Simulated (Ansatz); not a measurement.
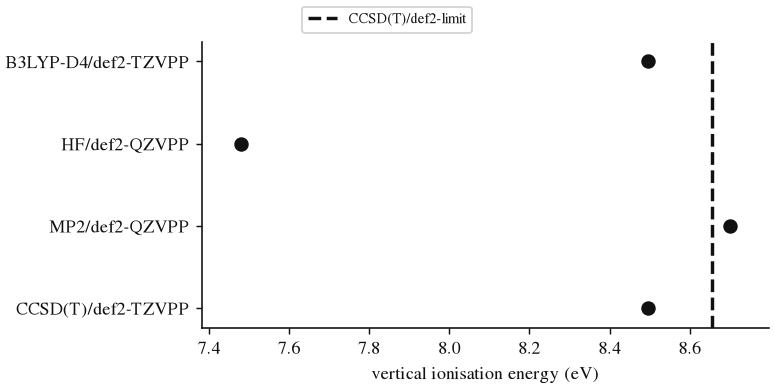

Vertical ionisation energy of C₂H₅AlO, SMILES [CH3][Al]1[CH2][O]1, singlet, taken as the energy of the cation less that of the neutral at fixed geometry (unrestricted doublet cation, cores frozen in correlated methods, no spin-orbit coupling), the Ansatz code 0.2.0, at a PBE0-D4/def2-TZVP geometry (with a soft imaginary mode, 20i cm⁻¹). Limit means an estimate of the basis limit from triple and quadruple zeta; for coupled cluster it is either extrapolated directly or built as the MP2 limit plus the step from MP2 in triple zeta. The distance of MP2/def2-QZVPP and CCSD(T)/def2-TZVPP to the limit includes basis error.

What range do the values span, the line included?

Answer. From 7.48 eV (HF/def2-QZVPP) to 8.70 eV (MP2/def2-QZVPP).

Give the values.

Answer.
| level | eV | less CCSD(T)/def2-limit |
| --- | --- | --- |
| B3LYP-D4/def2-TZVPP | 8.50 | −0.16 |
| HF/def2-QZVPP | 7.48 | −1.17 |
| MP2/def2-QZVPP | 8.70 | 0.04 |
| CCSD(T)/def2-TZVPP | 8.50 | −0.16 |
| CCSD(T)/def2-limit | 8.65 | 0.00 |
